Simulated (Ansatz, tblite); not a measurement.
**The cluster Ge₂Sb: competing shapes**

Which shape does the cluster Ge₂Sb prefer? Candidates from a tight-binding search are relaxed and compared.

Computed with Ansatz 0.2.0, Gaussian basis. Level: relaxed with PBE0-D4/def2-TZVP, doublet.

3 further runs of the same task are left out: 3 set aside as unsound or not needed.

### 1 The system as given

3 atoms, charge 0, spin multiplicity 2.

Atoms are counted from 1 here; the program's logs count them from 0.

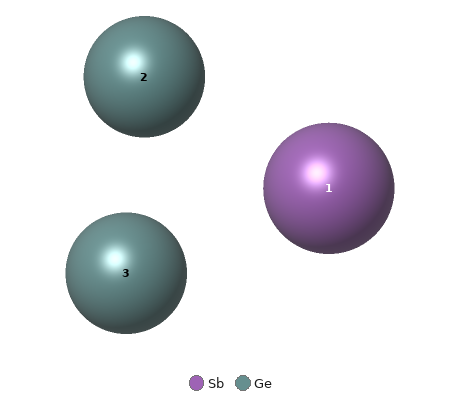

Start geometry, drawn with antimony purple, germanium teal; atoms are numbered from 1 in the order of the file.

Sb takes a core potential in the def2 sets. No spin-orbit coupling is included.

A search from random starts with GFN1-xTB found 3 distinct shapes; 2 go on here. The structure above is candidate A, which lies 0.00 eV above the lowest at that level; B lies 0.48 eV above the lowest at that level.

### 2 Relaxing candidate A

File in.yaml:

```yaml
crystal:
  periodic: [false, false, false]
  atoms:
    - {symbol: Sb, position_ang: [0.471880, 0.072470, 1.435000]}
    - {symbol: Ge, position_ang: [0.728910, -0.612580, -0.979040]}
    - {symbol: Ge, position_ang: [-1.200790, 0.540110, -0.455960]}
basis:
  gaussian: {orbitals: def2-TZVP}
magnetization: {spin_polarized: true, initial_magnetization: 1}
hamiltonian: {xc: pbe0, dispersion: d4}
scf: {lower_state_search: "off"}
output: {orbitals: {seedname: orbitals}}
relax: {f_tol: 0.02, max_steps: 100}
```

Command:

```sh
$ ansatz run in.yaml --threads 4 --pin off --events-out ev --progress --plain --max-ram 3916MiB
```

Standard output (excerpt; [...] marks lines left out):

```text
Functional definition: PBE0
  name "PBE0"
  cite "Adamo & Barone, J. Chem. Phys. 110, 6158 (1999) doi:10.1063/1.478522"
  cite "Perdew, Burke & Ernzerhof, Phys. Rev. Lett. 77, 3865 (1996) doi:10.1103/PhysRevLett.77.3865"
  parent pbe
[...]
1181 factors; integrals over basis functions are off by at most 3.5e-4 eV
[...]
mean field -119560.16339461 eV, -4393.7549639626 hartree, gradient 7.2e-6 eV, S^2 0.763553; 0 other end points of the search recorded, 0 dependent functions left out
[...]
reference -119560.16341616 eV, -4393.7549647545 hartree; 44, 43 occupied and 102, 103 virtual orbitals, 1181 factors
relax step   1: F+E_penalty+E_count = -119560.29035780 eV  Δ(F+E_penalty+E_count) = +0.000e0 eV  max|allowed force component| = 1.670e0 eV/Å  Δτ_max = 0.0000 Å  (25 SCF iters, accepted)
[...]
relax step   4: F+E_penalty+E_count = -119560.49212164 eV  Δ(F+E_penalty+E_count) = -1.796e-2 eV  max|allowed force component| = 1.611e-1 eV/Å  Δτ_max = 0.0224 Å  (38 SCF iters, accepted)
[...]
relax step   5: F+E_penalty+E_count = -119560.49509569 eV  Δ(F+E_penalty+E_count) = -2.974e-3 eV  max|allowed force component| = 8.794e-3 eV/Å  Δτ_max = 0.0186 Å  (35 SCF iters, accepted)
Total energy: -119560.49511741 eV, -4393.7671545506 hartree
Atom 0 at     0.442956     0.078159     1.391728 Å, force    -0.007638     0.003531    -0.002480 eV/Å
Atom 1 at     0.853709    -0.684113    -0.999570 Å, force     0.007023    -0.005195    -0.006315 eV/Å
Atom 2 at    -1.296665     0.605953    -0.392157 Å, force     0.000616     0.001664     0.008794 eV/Å
Dipole moment:    -0.003019    -0.000109    -0.007615 e Å
Checks for a lower state left out: stability, starts, cluster_reference, orbital_swaps, neighbouring_geometries, increment
```

It took 24 s on 4 threads of Arm Neoverse V1, shared host.

Step by step:

| step | energy from step 1 (eV) | largest force component (eV/Å) |
| --- | --- | --- |
| 1 | 0.0000 | 1.6698 |
| 2 | -0.1588 | 0.4619 |
| 3 | -0.1838 | 0.6651 |
| 4 | -0.2018 | 0.1611 |
| 5 | -0.2047 | 0.0088 |

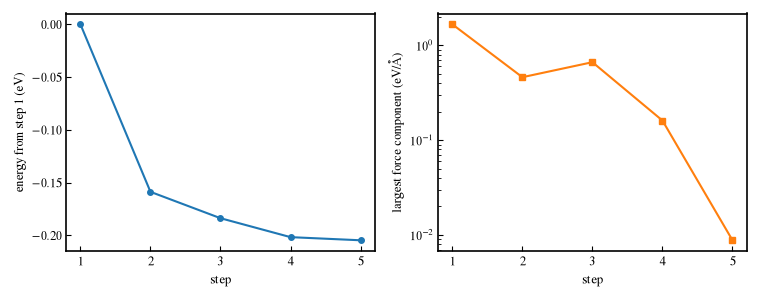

Energy and force, step by step.

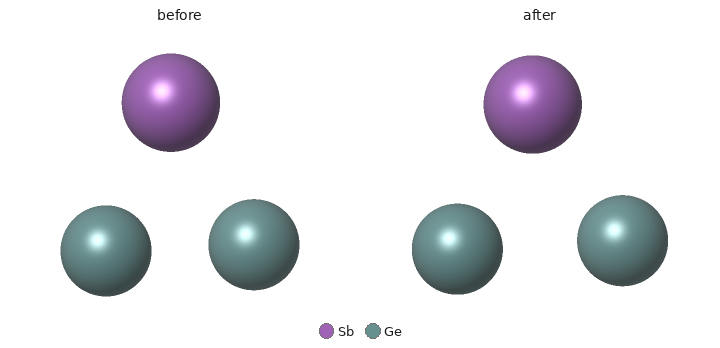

The geometry before (left) and after (right).

Distances of close pairs at the start and the end, largest changes first:

| bond | before (Å) | after (Å) | change (Å) |
| --- | --- | --- | --- |
| Ge2–Ge3 | 2.308 | 2.580 | +0.272 |
| Sb1–Ge2 | 2.522 | 2.543 | +0.021 |
| Sb1–Ge3 | 2.568 | 2.547 | -0.021 |

### 3 Relaxing candidate B

File in.yaml:

```yaml
crystal:
  periodic: [false, false, false]
  atoms:
    - {symbol: Sb, position_ang: [1.773940, -0.399730, 1.019400]}
    - {symbol: Ge, position_ang: [-0.037170, 0.738980, -0.034520]}
    - {symbol: Ge, position_ang: [-1.736770, -0.339250, -0.984870]}
basis:
  gaussian: {orbitals: def2-TZVP}
magnetization: {spin_polarized: true, initial_magnetization: 1}
hamiltonian: {xc: pbe0, dispersion: d4}
scf: {lower_state_search: "off"}
output: {orbitals: {seedname: orbitals}}
relax: {f_tol: 0.02, max_steps: 100}
```

Launched as before.

Standard output (excerpt; [...] marks lines left out):

```text
Functional definition: PBE0
  name "PBE0"
  cite "Adamo & Barone, J. Chem. Phys. 110, 6158 (1999) doi:10.1063/1.478522"
  cite "Perdew, Burke & Ernzerhof, Phys. Rev. Lett. 77, 3865 (1996) doi:10.1103/PhysRevLett.77.3865"
  parent pbe
[...]
1177 factors; integrals over basis functions are off by at most 3.2e-4 eV
[...]
mean field -119559.11290095 eV, -4393.7163590324 hartree, gradient 7.8e-6 eV, S^2 0.871956; 0 other end points of the search recorded, 0 dependent functions left out
[...]
reference -119559.11292404 eV, -4393.7163598809 hartree; 44, 43 occupied and 102, 103 virtual orbitals, 1177 factors
relax step   1: F+E_penalty+E_count = -119559.23614376 eV  Δ(F+E_penalty+E_count) = +0.000e0 eV  max|allowed force component| = 9.825e-1 eV/Å  Δτ_max = 0.0000 Å  (28 SCF iters, accepted)
[...]
relax step   6: F+E_penalty+E_count = -119559.38432937 eV  Δ(F+E_penalty+E_count) = -2.562e-4 eV  max|allowed force component| = 2.933e-2 eV/Å  Δτ_max = 0.0181 Å  (36 SCF iters, accepted)
[...]
relax step   7: F+E_penalty+E_count = -119559.38451565 eV  Δ(F+E_penalty+E_count) = -1.863e-4 eV  max|allowed force component| = 1.228e-3 eV/Å  Δτ_max = 0.0095 Å  (41 SCF iters, accepted)
Total energy: -119559.38453827 eV, -4393.7263415200 hartree
Atom 0 at     1.520310    -0.550088     0.877390 Å, force    -0.000680     0.000970    -0.000406 eV/Å
Atom 1 at    -0.008305     1.063568    -0.023898 Å, force     0.000679    -0.001228     0.000410 eV/Å
Atom 2 at    -1.512006    -0.513480    -0.853482 Å, force     0.000001     0.000257    -0.000004 eV/Å
Dipole moment:    -0.031695    -0.037270    -0.017413 e Å
Checks for a lower state left out: stability, starts, cluster_reference, orbital_swaps, neighbouring_geometries, increment
```

Run time: 35 s. Hardware: 4 threads of Arm Neoverse V1, shared host.

Relaxation path:

| step | energy from step 1 (eV) | largest force component (eV/Å) |
| --- | --- | --- |
| 1 | 0.0000 | 0.9825 |
| 2 | -0.0646 | 0.2452 |
| 3 | -0.1185 | 0.3147 |
| 4 | -0.1413 | 0.3260 |
| 5 | -0.1479 | 0.0759 |
| 6 | -0.1482 | 0.0293 |
| 7 | -0.1484 | 0.0012 |

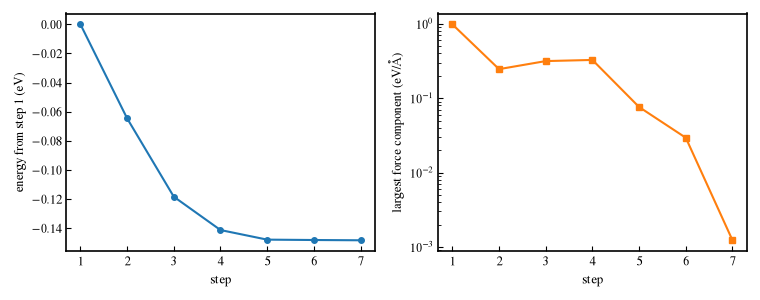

Energy and force, step by step.

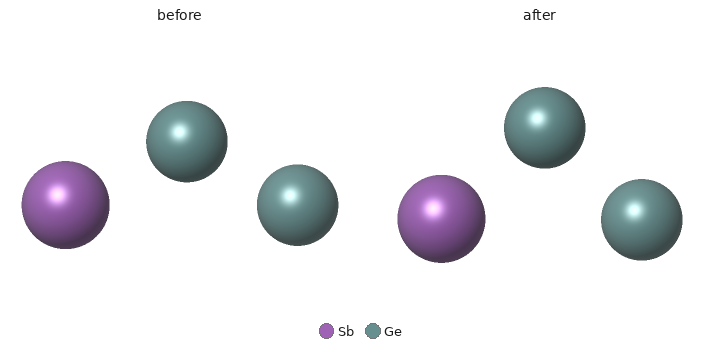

Before and after, at one scale.

Distances of close pairs at the start and the end, largest changes first:

| bond | before (Å) | after (Å) | change (Å) |
| --- | --- | --- | --- |
| Ge2–Ge3 | 2.226 | 2.332 | +0.106 |
| Sb1–Ge2 | 2.385 | 2.399 | +0.014 |

### 4 The relaxed candidates

| candidate | point group | bonds (count, mean Å) | energy above the lowest (kcal/mol) |
| --- | --- | --- | --- |
| A | C2v | Ge–Sb 2, 2.55; Ge–Ge 1, 2.58 | 0.0 |
| B | Cs | Ge–Sb 1, 2.40; Ge–Ge 1, 2.33 | 25.6 |

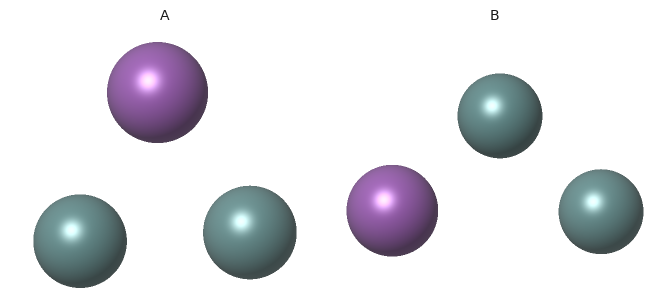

The candidates after relaxation.

### 5 Candidate B, GFN1-xTB

Tight binding, by tblite at 300 K electronic temperature and without a spin-polarisation term:

```python
tblite.interface.Calculator('GFN1-xTB', numbers, positions, charge=0, uhf=1).singlepoint()
```

Energy -157.0091 eV; 0.003 s.

### 6 Candidate B, GFN2-xTB

Tight binding, by tblite at 300 K electronic temperature and without a spin-polarisation term:

```python
tblite.interface.Calculator('GFN2-xTB', numbers, positions, charge=0, uhf=1).singlepoint()
```

Energy -164.3100 eV; 0.006 s.

### 7 Candidate B, PBE0-D4/def2-TZVP

start.molden holds the orbitals of an earlier run on this state, given as this run's starting guess.

File in.yaml:

```yaml
crystal:
  periodic: [false, false, false]
  atoms:
    - {symbol: Sb, position_ang: [1.520310, -0.550088, 0.877390]}
    - {symbol: Ge, position_ang: [-0.008305, 1.063568, -0.023898]}
    - {symbol: Ge, position_ang: [-1.512006, -0.513480, -0.853482]}
basis:
  gaussian: {orbitals: def2-TZVP, initial_orbitals: start.molden}
magnetization: {spin_polarized: true, initial_magnetization: 1}
hamiltonian: {xc: pbe0, dispersion: d4}
scf: {omitted_lower_state_checks: [starts]}
output: {orbitals: {seedname: orbitals}}
```

Launched as before.

Standard output (excerpt; [...] marks lines left out):

```text
Functional definition: PBE0
  name "PBE0"
  cite "Adamo & Barone, J. Chem. Phys. 110, 6158 (1999) doi:10.1063/1.478522"
  cite "Perdew, Burke & Ernzerhof, Phys. Rev. Lett. 77, 3865 (1996) doi:10.1103/PhysRevLett.77.3865"
  parent pbe
[...]
1120 factors; integrals over basis functions are off by at most 4.7e-4 eV
[...]
mean field -119559.25497272 eV, -4393.7215800738 hartree, gradient 3.1e-6 eV, S^2 0.822322; 0 other end points of the search recorded, 0 dependent functions left out
reference -119559.25499534 eV, -4393.7215809050 hartree; 44, 43 occupied and 102, 103 virtual orbitals, 1120 factors
Total energy: -119559.38452214 eV, -4393.7263409273 hartree
Checks for a lower state left out: starts
```

Run time: 7 s. Hardware: 4 threads of Arm Neoverse V1, shared host.

HOMO -5.18 eV, LUMO -3.64 eV (over both spins); ⟨S²⟩ 0.822 (pure: 0.75).

### 8 Candidate B, PBE-D4/def2-TZVP

Changes to in.yaml since step 7:

```diff
@@ -9,4 +9,4 @@
 magnetization: {spin_polarized: true, initial_magnetization: 1}
-hamiltonian: {xc: pbe0, dispersion: d4}
+hamiltonian: {xc: pbe, dispersion: d4}
 scf: {omitted_lower_state_checks: [starts]}
-output: {orbitals: {seedname: orbitals}}
+output: {forces: true, orbitals: {seedname: orbitals}}
```

Launched as before.

Standard output (excerpt; [...] marks lines left out):

```text
Functional definition: PBE
  name "PBE"
  cite "Perdew, Burke & Ernzerhof, Phys. Rev. Lett. 77, 3865 (1996) doi:10.1103/PhysRevLett.77.3865"
  parent pbe
[...]
1099 factors; their error is unknown
[...]
mean field -119556.54405871 eV, -4393.6219558214 hartree, gradient 9.9e-6 eV, S^2 0.761156; 1 other end points of the search recorded, 0 dependent functions left out
[...]
reference -119556.54408839 eV, -4393.6219569122 hartree; 44, 43 occupied and 102, 103 virtual orbitals, 1099 factors
Total energy: -119556.69597503 eV, -4393.6275386432 hartree
Atom 0 at     1.520310    -0.550088     0.877390 Å, force     0.155425    -0.619797     0.099851 eV/Å
Atom 1 at    -0.008305     1.063568    -0.023898 Å, force    -0.221292     1.013992    -0.144537 eV/Å
Atom 2 at    -1.512006    -0.513480    -0.853482 Å, force     0.065867    -0.394196     0.044685 eV/Å
Dipole moment:    -0.086967    -0.043901    -0.004386 e Å
Checks for a lower state left out: starts
```

Run time: 12 s. Hardware: 4 threads of Arm Neoverse V1, shared host.

From the report: HOMO -4.28 eV, LUMO -4.20 eV (over both spins); ⟨S²⟩ 0.761 (pure: 0.75); the next solution that the search met lies 0.007 eV higher.

### 9 Candidate B, r2SCAN-D4/def2-TZVP

Changes to in.yaml since step 8:

```diff
@@ -9,4 +9,4 @@
 magnetization: {spin_polarized: true, initial_magnetization: 1}
-hamiltonian: {xc: pbe, dispersion: d4}
+hamiltonian: {xc: r2scan, dispersion: d4}
 scf: {omitted_lower_state_checks: [starts]}
-output: {forces: true, orbitals: {seedname: orbitals}}
+output: {orbitals: {seedname: orbitals}}
```

Launched as before.

Standard output:

```text
Functional definition: r2SCAN
  name "r2SCAN"
  cite "Furness, Kaplan, Ning, Perdew & Sun, J. Phys. Chem. Lett. 11, 8208 (2020) doi:10.1021/acs.jpclett.0c02405"
  cite "Furness, Kaplan, Ning, Perdew & Sun, J. Phys. Chem. Lett. 11, 9248 (2020) doi:10.1021/acs.jpclett.0c03077"
  parent r2scan
  parameter k0 = 0.174
  parameter k1 = 0.065
  parameter a1 = 4.9479
  exchange = r2scan_x(k0 = k0, k1 = k1, a1 = a1)
  correlation = r2scan_c
these checks for a lower state are left out or cut short: starts
1099 factors; their error is unknown
mean field evaluation 1: about -119575.3854 eV, gradient 5.9e0 eV
mean field evaluation 2: about -119575.4474 eV, gradient 1.1e-1 eV
mean field evaluation 4: about -119575.4296 eV, gradient 2.3e-3 eV
mean field evaluation 8: about -119575.4296 eV, gradient 4.8e-5 eV
mean field -119575.42960817 eV, -4394.3159869631 hartree, gradient 9.6e-6 eV, S^2 0.828350; 0 other end points of the search recorded, 0 dependent functions left out
reference -119575.42962120 eV, -4394.3159874418 hartree; 44, 43 occupied and 102, 103 virtual orbitals, 1099 factors
Total energy: -119575.45568490 eV, -4394.3169452650 hartree
Checks for a lower state left out: starts
```

Run time: 19 s. Hardware: 4 threads of Arm Neoverse V1, shared host.

HOMO -4.61 eV, LUMO -4.29 eV (over both spins); ⟨S²⟩ 0.828 (pure: 0.75).

### 10 Candidate B, HSE06-D4/def2-TZVP

Changes to in.yaml since step 9:

```diff
@@ -9,3 +9,3 @@
 magnetization: {spin_polarized: true, initial_magnetization: 1}
-hamiltonian: {xc: r2scan, dispersion: d4}
+hamiltonian: {xc: hse06, dispersion: d4}
 scf: {omitted_lower_state_checks: [starts]}
```

Same command.

Standard output (excerpt; [...] marks lines left out):

```text
Functional definition: HSE06
  name "HSE06"
  cite "Heyd, Scuseria & Ernzerhof, J. Chem. Phys. 118, 8207 (2003) doi:10.1063/1.1564060"
  cite "Krukau, Vydrov, Izmaylov & Scuseria, J. Chem. Phys. 125, 224106 (2006) doi:10.1063/1.2404663"
  cite "Heyd & Scuseria, J. Chem. Phys. 120, 7274 (2004) doi:10.1063/1.1668634"
  cite "Ernzerhof & Perdew, J. Chem. Phys. 109, 3313 (1998) doi:10.1063/1.476928"
  cite "Perdew, Burke & Ernzerhof, Phys. Rev. Lett. 77, 3865 (1996) doi:10.1103/PhysRevLett.77.3865"
  parent pbe
[...]
  # The whole range is PBE's own exchange, as in plane waves. The composition of these papers is wPBEh.
[...]
1120 factors; integrals over basis functions are off by at most 4.7e-4 eV
69 factors; integrals over basis functions are off by at most 6.7e-7 eV
[...]
mean field -119559.28562369 eV, -4393.7227064763 hartree, gradient 1.4e-6 eV, S^2 0.820628; 0 other end points of the search recorded, 0 dependent functions left out
reference -119559.28565381 eV, -4393.7227075831 hartree; 44, 43 occupied and 102, 103 virtual orbitals, 1120 factors
Total energy: -119559.41266858 eV, -4393.7273752897 hartree
Checks for a lower state left out: starts
```

Wall time 8.5 s (4 threads of Arm Neoverse V1, shared host); peak memory 0.56 GiB.

Report: HOMO -4.81 eV, LUMO -4.00 eV (over both spins); ⟨S²⟩ 0.821 (pure: 0.75).

### 11 Candidate B, PBE-QIDH/def2-TZVP

Changes to in.yaml since step 10:

```diff
@@ -9,4 +9,3 @@
 magnetization: {spin_polarized: true, initial_magnetization: 1}
-hamiltonian: {xc: hse06, dispersion: d4}
+hamiltonian: {xc: {name: PBE-QIDH}}
 scf: {omitted_lower_state_checks: [starts]}
-output: {orbitals: {seedname: orbitals}}
```

Launched as before.

Standard output (excerpt; [...] marks lines left out):

```text
Functional definition: PBE-QIDH
  name "PBE-QIDH"
  cite "Brémond, Sancho-García, Pérez-Jiménez & Adamo, J. Chem. Phys. 141, 031101 (2014) doi:10.1063/1.4890314"
  cite "Perdew, Burke & Ernzerhof, Phys. Rev. Lett. 77, 3865 (1996) doi:10.1103/PhysRevLett.77.3865"
[...]
1120 factors; integrals over basis functions are off by at most 4.7e-4 eV
[...]
mean field -119527.55365884 eV, -4392.5565782767 hartree, gradient 6.5e-6 eV, S^2 1.473373; 0 other end points of the search recorded, 0 dependent functions left out
22 core orbitals not correlated: weight in the atoms' cores, before any rotation towards them, 1.000 or more for the frozen orbitals, at most 0.000 for the correlated occupied ones
reference -119527.55366853 eV, -4392.5565786329 hartree; 22, 21 occupied and 102, 103 virtual orbitals, 1120 factors
second order -23.42772850 eV of doubles, -0.00000000 eV of singles
Total energy: -119535.36291137 eV, -4392.8435630137 hartree
Checks for a lower state left out: starts
```

Wall time 11 s (4 threads of Arm Neoverse V1, shared host).

⟨S²⟩ 1.473 (pure: 0.75). Doubts: spin contamination.

### 12 Candidate B, CCSD(T)/def2-SVP

File in.yaml:

```yaml
crystal:
  periodic: [false, false, false]
  atoms:
    - {symbol: Sb, position_ang: [1.520310, -0.550088, 0.877390]}
    - {symbol: Ge, position_ang: [-0.008305, 1.063568, -0.023898]}
    - {symbol: Ge, position_ang: [-1.512006, -0.513480, -0.853482]}
basis:
  gaussian: {orbitals: def2-SVP, initial_orbitals: start.molden}
magnetization: {spin_polarized: true, initial_magnetization: 1}
correlation: {method: ccsd_t}
scf: {omitted_lower_state_checks: [starts, cluster_reference]}
output: {orbitals: {seedname: orbitals}}
```

Same command.

Standard output (excerpt; [...] marks lines left out):

```text
Functional definition: HF
  name "HF"
  cite "Fock, Z. Phys. 61, 126 (1930) doi:10.1007/BF01340294"
  parent pbe
[...]
966 factors; integrals over basis functions are off by at most 6.1e-4 eV
[...]
mean field -119442.98046530 eV, -4389.4485707399 hartree, gradient 2.4e-6 eV, S^2 1.953746; 0 other end points of the search recorded, 0 dependent functions left out
22 core orbitals not correlated: weight in the atoms' cores, before any rotation towards them, 1.000 or more for the frozen orbitals, at most 0.000 for the correlated occupied ones
reference -119442.98046530 eV, -4389.4485707399 hartree; 22, 21 occupied and 46, 47 virtual orbitals, 966 factors
second order -13.03900495 eV of doubles, -0.00000000 eV of singles
cycle   1  -12.70638117 eV  change    3.3e-1 eV  update   1.4e-1
[...]
cycle  17  -13.74104747 eV  change   -1.0e-5 eV  update   1.7e-5
perturbative correction -0.70659473 eV, -0.0259668772 hartree
Total energy: -119457.42810750 eV, -4389.9795117978 hartree
Checks for a lower state left out: starts, cluster_reference
```

Wall time 9 s (4 threads of Arm Neoverse V1, shared host).

Hartree-Fock HOMO -7.63 eV, LUMO -0.37 eV (over both spins); ⟨S²⟩ 1.954 (pure: 0.75); T1 0.052. Doubts: large T1 diagnostic, spin contamination.

### 13 B against A

The energies of A at these levels come from its own runs, whose logs aren't repeated here.

| level | B above A (kcal/mol) | time |
| --- | --- | --- |
| GFN1-xTB | +9.7 | 0.006 s |
| GFN2-xTB | +14.6 | 0.01 s |
| HF/def2-SVP† | +14.9 |  |
| PBE-D4/def2-TZVP | +22.3 | 15 s |
| r2SCAN-D4/def2-TZVP | +23.5 | 27 s |
| PBE0-D4/def2-TZVP | +25.6 | 13 s |
| HSE06-D4/def2-TZVP | +25.3 | 14 s |
| PBE-QIDH/def2-TZVP† | +31.3 | 20 s |
| MP2/def2-SVP† | +37.6 |  |
| CCSD/def2-SVP† | +24.3 |  |
| CCSD(T)/def2-SVP† | +23.7 | 18 s |

Times add the two runs; a level without a time comes out of a correlated run. † marks a level with a doubtful state (flagged, unstable, out of aufbau order, or strongly spin-contaminated); such levels are left out of the summary. CCSD(T)/def2-SVP is no safe reference here (large T1 diagnostic, spin contamination).

### 14 What came out

```
                                                         quantity                    value
B above A, range of the levels free of doubt, tight binding aside  +22.3 to +25.6 kcal/mol
                                          levels that put B lower                     none
```

In words: All levels free of doubt put A (C2v) below B (Cs), by 9.7 to 25.6 kcal/mol. The search was small, so a lower isomer may exist. Only doublets are compared; another spin may lie lower and prefer another shape.
